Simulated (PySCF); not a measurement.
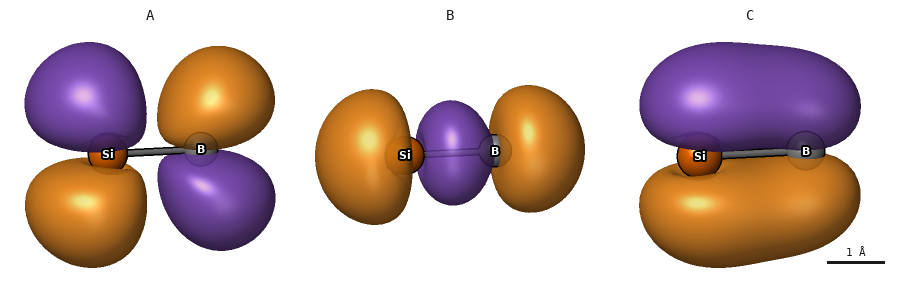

Figure. SiB (quartet). Three frontier α-spin orbitals, each drawn at the value that holds 80 % of its norm (orange and purple are the two phases), in no order; of a degenerate pair one member is drawn.

All numbers below come from PySCF 2.14.0, PBE0/jorge-DZP-DKH, spin-free X2C-1e, Gaussian nucleus, at a bond length of 1.926 Å.

> Label each orbital by symmetry, say whether it is occupied, and order them by energy.

Orbital C: π, occupied in this spin, −6.79 eV; bonding, with no node between the atoms.
Orbital B: σ, occupied in this spin, −6.70 eV; shared between the atoms (Si 45 %, B 55 %).
Orbital A: π, empty in this spin, −1.67 eV; antibonding, with a node between the atoms.
